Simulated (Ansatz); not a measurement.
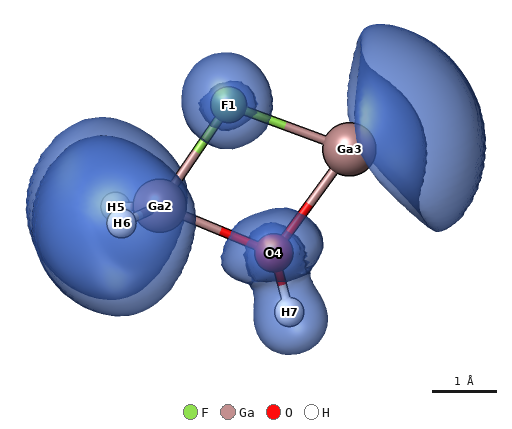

Figure 1: FGa$_{2}$H$_{3}$O. Isosurface of the ELF at 0.75 (blue), seen across its widest extent. Only the valence region is drawn (cores and ρ < 0.01 e/Å³ removed).

Geometry: r2SCAN-D4/def2-SVP.

Theory: isolated molecule in a Gaussian basis; Kohn-Sham density functional theory, functional PBE0 in Ansatz 0.2.0.

Input

```
crystal:
  periodic: [false, false, false]
  atoms:
    - symbol: F
      position_ang: [-1.005714, 0.960705, 0.647011]
    - symbol: Ga
      position_ang: [-0.219848, -0.125142, -0.731462]
    - symbol: Ga
      position_ang: [0.571422, 1.967489, 1.423217]
    - symbol: O
      position_ang: [1.336524, 0.805626, -0.035022]
    - symbol: H
      position_ang: [-0.634277, 0.467407, -2.112250]
    - symbol: H
      position_ang: [-0.229104, -1.606518, -0.246892]
    - symbol: H
      position_ang: [2.250427, 0.718725, -0.333014]
basis:
  gaussian:
    orbitals: def2-TZVPD
hamiltonian:
  xc: {name: PBE0}
output: {forces: true, orbitals: {seedname: orbitals}}
```

Launched as:

```sh
ansatz run input.yaml --threads 2 --pin off --max-ram 4350MiB --events-out events.jsonl --progress --plain --runs-dir runs
```

Describe the localisation domains.

At this value the surface marks out two regions around hydrogen nuclei, one lobe on Ga, pointing away from the bonds (lone pairs), one region wrapped around F (its valence shell) and one joined region spread over several atoms (H, O), in which their bonds and any lone pairs are merged.

Values along the shortest contacts:
Ga–F (1.92 Å): the ELF peaks at about 0.85 in the valence shell of F, 0.5 Å from its nucleus, and is about 0.15 at the midpoint. Ga–O (1.94 Å): the ELF peaks at about 0.85 in the valence shell of O, 0.6 Å from its nucleus, and is about 0.25 at the midpoint.
